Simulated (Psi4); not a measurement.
**CH3AlI2 (SMILES [CH3][Al]([I])[I]) at HF/def2-TZVP (density fitting, core potential, sweep point 9)**

Aim: a single-point energy of CH3AlI2. 

The calculation is run with Psi4 1.11.

5 further runs of the same task are left out: 5 set aside as unsound or not needed.

## (1) The structure to begin with

CH3AlI2 has 7 atoms, charge 0, and is taken as a singlet. As SMILES, `[CH3][Al]([I])[I]`. Geometry: relaxed at PBE0-D4/def2-TZVP.

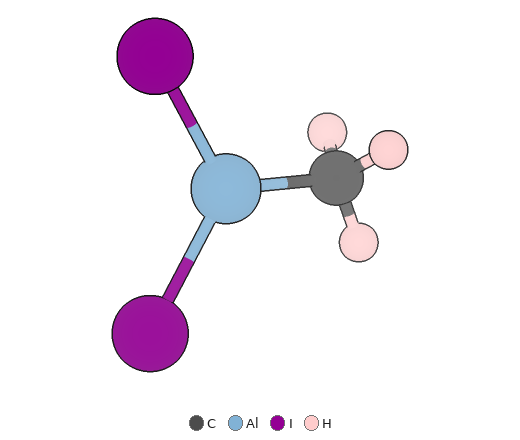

The structure, seen from a chosen angle (carbon dark grey, aluminium light blue, iodine purple, hydrogen pink).

## (2) The energy at HF/def2-TZVP (density fitting, core potential, sweep point 9)

Input file job.dat:

```
memory 1.6 GB

molecule system {
  0 1
  C     -0.093400     1.015700    -0.064300
  Al     0.082100    -0.908600     0.033500
  I      1.969600    -1.947600     1.239700
  I     -1.548200    -2.429000    -1.027200
  H     -0.976500     1.311800    -0.633000
  H     -0.164300     1.438700     0.941800
  H      0.792000     1.451000    -0.536200
  symmetry c1
}

set {
  basis                   def2-TZVP
  reference               rhf
  scf_type                df
  diis                    false
  scf_initial_accelerator none
  maxiter                 80
}

energy("scf")
print_variables()
```

On the command line:

```sh
$ psi4 -n 1 job.dat job.out
```

job.out:

```text
[...]
    !!!  WARNING: ECP capability is in beta. Please check occupations closely.  !!!
[...]
  Running in c1 symmetry.
[...]
  Nuclear repulsion =  316.794216179823422
[...]
  Multiplicity = 1
[...]
  Nalpha       = 36
  Nbeta        = 36
[...]
    Number of basis functions: 186
[...]
   @DF-RHF iter   1:  -874.75192245036624   -6.03172e+00   4.50883e-03
[...]
   @DF-RHF iter  24:  -875.02101783606838   -5.40172e-09   9.18565e-07
[...]
    Orbital Energies [Eh]
    ---------------------
    Doubly Occupied:
       1A    -58.536913     2A    -11.217615     3A     -7.731153
       4A     -7.730676     5A     -5.581926     6A     -5.581449
       7A     -5.578499     8A     -5.578001     9A     -5.577609
      10A     -5.577157    11A     -4.948928    12A     -3.264008
      13A     -3.262870    14A     -3.261374    15A     -2.277151
      16A     -2.276668    17A     -2.275328    18A     -2.274827
      19A     -2.274357    20A     -2.273905    21A     -2.270519
      22A     -2.270473    23A     -2.270045    24A     -2.270003
      25A     -0.946371    26A     -0.898409    27A     -0.885653
      28A     -0.568727    29A     -0.565008    30A     -0.536919
      31A     -0.439196    32A     -0.427961    33A     -0.395767
      34A     -0.384025    35A     -0.378286    36A     -0.369084
[...]
  @DF-RHF Final Energy:  -875.02101783606838
   => Energetics <=
    Nuclear Repulsion Energy =            316.7942161798234224
    One-Electron Energy =               -2057.7167456634242626
    Two-Electron Energy =                 865.9015116475324021
    Total Energy =                       -875.0210178360683813
[...]
 Multipole Moments:
 ------------------------------------------------------------------------------------
     Multipole            Electronic (a.u.)      Nuclear  (a.u.)        Total (a.u.)
 ------------------------------------------------------------------------------------
 L = 1.  Multiply by 2.5417464519 to convert [e a0] to [Debye]
 Dipole X            :          4.6573877           -4.7317617           -0.0743739
 Dipole Y            :        -48.8522735           49.5549377            0.7026642
 Dipole Z            :          2.6133650           -2.6556890           -0.0423240
 Magnitude           :                                                    0.7078558
[...]
```

Wall time 13 s (1 thread of AMD EPYC 7R43 (Zen 3), shared host); peak memory 0.41 GiB.

## (3) Outcome

Level: HF/def2-TZVP (density fitting, core potential, sweep point 9).

| quantity | value |
| --- | --- |
| total energy | -875.02102 Eh |
| dipole moment | 1.80 D |
| HOMO energy | -10.04 eV |
| LUMO energy | 1.36 eV |
| HOMO–LUMO gap | 11.40 eV |
